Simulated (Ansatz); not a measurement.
Si₂NH₉O₂: several calculations on one system

## 1. Relaxation

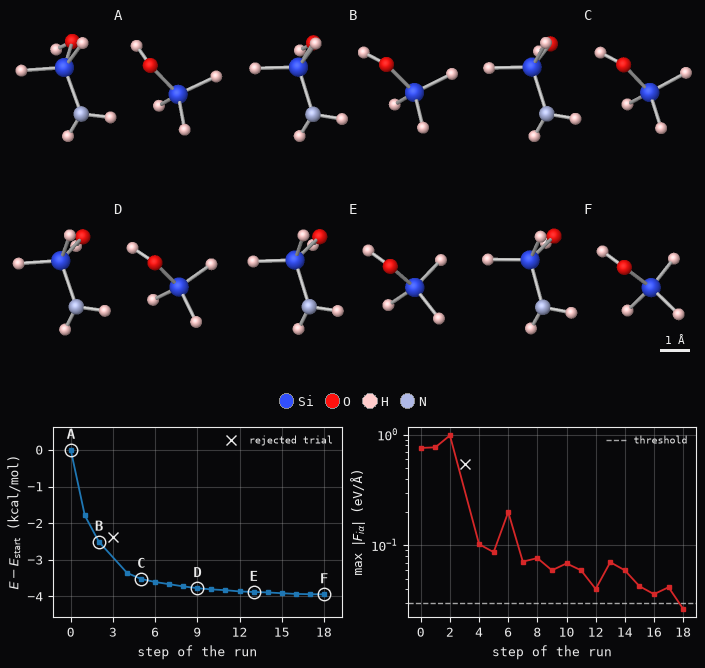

Frames of a relaxation of Si₂NH₉O₂, marked on the history of the run. The picture is a ball-and-stick view, seen from a free direction.

The run prepares an end point of a later path (reaction) calculation, from a guessed geometry.

The calculation used UKS PBE/def2-SVP in Ansatz 0.2.0. (collinear spin; force threshold 0.03 eV/Å; at most 50 steps)

> What happens along the run?

Over 17 accepted moves (18 points after the start) the energy falls by 3.94 kcal/mol. Largest force component: 0.76 eV/Å at the start, 0.027 eV/Å at the end. The line search rejected the trial step at point 3 of the run. The largest move after the best rigid fit is that of an H atom, 0.95 Å. Largest moves by element: H 0.95 Å, O 0.47 Å, N 0.32 Å, Si 0.19 Å. Near-neighbour distances that change, for instance: O–Si 1.745 → 1.720 Å, H–O 0.975 → 0.993 Å, O–Si 1.686 → 1.675 Å, H–Si 1.509 → 1.503 Å. Bond angles that change, for instance: O–Si–N 120.5° → 116.0°, O–Si–H 106.2° → 108.5°. The run took 73 s on 4 threads of Arm Neoverse N1 (shared host), peak memory 0.2 GiB. From step 0 to 2: an H atom moves most (0.36 Å), energy −2.51 kcal/mol. From step 2 to 5: H atoms move most (0.17 Å), energy −1.01 kcal/mol. From step 5 to 9: an H atom moves most (0.27 Å), energy −0.25 kcal/mol. From step 9 to 13: an H atom moves most (0.30 Å), energy −0.10 kcal/mol. From step 13 to 18: an H atom moves most (0.25 Å), energy −0.06 kcal/mol.

Limits of the set-up: the start holds two separate molecules, 2.3 Å apart at their closest, whose relative position is a soft coordinate and is computed without a dispersion correction.

## 2. Relaxation

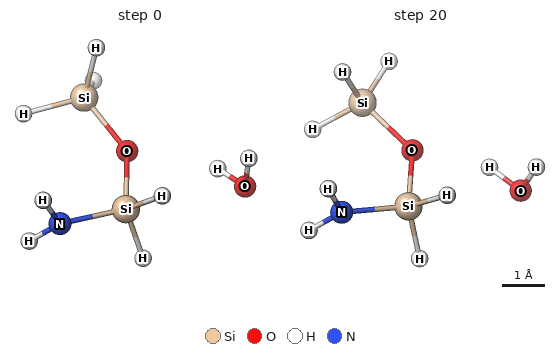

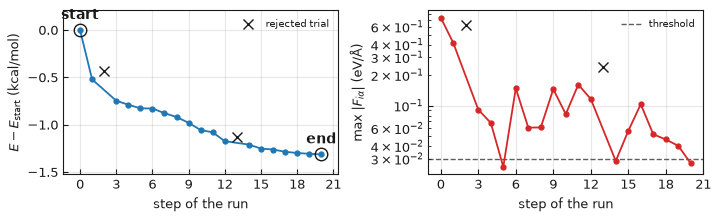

First and last geometry of a relaxation of Si₂NH₉O₂, with the history of the run. Style: ball-and-stick. Shown at a tilt.

The run prepares an end point of a later path (reaction) calculation, from a guessed geometry.

The calculation used Ansatz, UKS PBE/def2-SVP.

Input
```yaml
crystal:
  periodic: [false, false, false]
  atoms:
    - { symbol: Si, position_ang: [-1.055375, -0.138016, -0.446837] }
    - { symbol: O, position_ang: [-0.808238, -2.497005, 1.501473] }
    - { symbol: H, position_ang: [-1.304751, -1.388059, -1.219719] }
    - { symbol: H, position_ang: [-1.967044, 0.117728, 0.711125] }
    - { symbol: "N", position_ang: [-1.275412, 1.192949, -1.531425] }
    - { symbol: H, position_ang: [0.073774, -2.244312, 1.17257] }
    - { symbol: O, position_ang: [0.566432, -0.266546, 0.18121] }
    - { symbol: Si, position_ang: [1.918796, 0.716792, 0.248532] }
    - { symbol: H, position_ang: [-0.930515, -1.859708, 2.229717] }
    - { symbol: H, position_ang: [-1.363254, 2.152092, -1.189566] }
    - { symbol: H, position_ang: [-0.899087, 1.174583, -2.481619] }
    - { symbol: H, position_ang: [1.97019, 1.666857, -0.919908] }
    - { symbol: H, position_ang: [1.931989, 1.529034, 1.51869] }
    - { symbol: H, position_ang: [3.142697, -0.15639, 0.225656] }
magnetization:
  spin_polarized: true
basis:
  gaussian: { orbitals: def2-SVP }
hamiltonian:
  xc: pbe
relax:
  f_tol: 0.03
  max_steps: 50
output:
  orbitals: {}
```

Launched with:
```bash
ansatz run input.yaml --threads 4 --pin off --max-ram 5120MiB --backend cpu --events-out ev --progress --plain --runs-dir out
```

### What do the curves and the structures tell?

It converged. The atom that moves furthest after the best rigid fit is H13 (1.05 Å). Largest moves by element: H 1.05 Å, N 0.28 Å, O 0.26 Å, Si 0.13 Å. Some distances before and after: Si1–O7 1.744 → 1.715 Å, O7–Si8 1.673 → 1.685 Å, O2–H6 0.975 → 0.982 Å. Bond angles that change, for instance: Si1–O7–Si8 136.3° → 128.6°, N5–Si1–O7 113.6° → 111.0°. Groups turn about O7–Si8 by about 35°. The energy falls by 1.31 kcal/mol in 18 accepted moves (20 points after the start). Largest force component: 0.74 eV/Å at the start, 0.027 eV/Å at the end. The line search rejected the trial steps at points 2, 13 of the run. The forces were under the threshold at step 5, but the run went on from there.

Limits of the set-up: the start holds two separate molecules, 2.3 Å apart at their closest, whose relative position is a soft coordinate and is computed without a dispersion correction.

## 3. Path

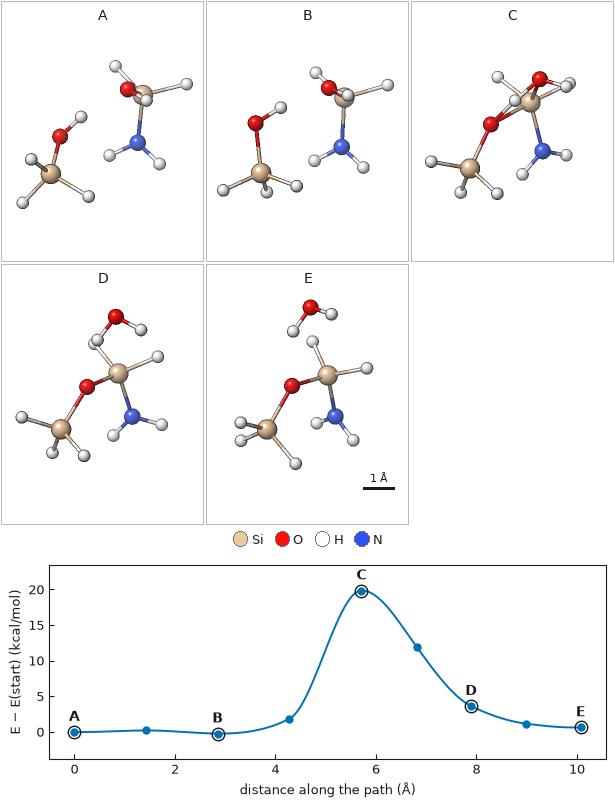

A search for the minimum-energy path of Si₂NH₉O₂ by the nudged elastic band. Images are numbered from 0 (start) to 8 (end). Frames A to E are images 0, 2, 4, 6, 8. The picture is a ball-and-stick view, seen from a free direction.

These are results of UKS PBE/def2-SVP (Ansatz), not measurements. Settings: 7 movable images; climbing image; force threshold 0.05 eV/Å; iteration limit 60; starting path through a guess of the saddle point.

### Describe the mechanism and the energy profile.

Breaking: H–O (0.99 → 1.95 Å), O–Si (1.72 → 2.98 Å). Forming: H–O (1.80 → 0.98 Å), O–Si (3.36 → 1.72 Å). Forward barrier 19.9 kcal/mol, backward barrier 19.2 kcal/mol, with image 4 at the top; the reaction energy is +0.6 kcal/mol. Image 2 lies below both ends, at −0.2 kcal/mol, which points to an intermediate minimum that so few images don't resolve. The band converged in 23 iterations, with a climbing image at the top.

Cost: 9.9 min on 4 threads of Arm Neoverse N1, with other jobs on the host, peak memory 0.23 GiB.
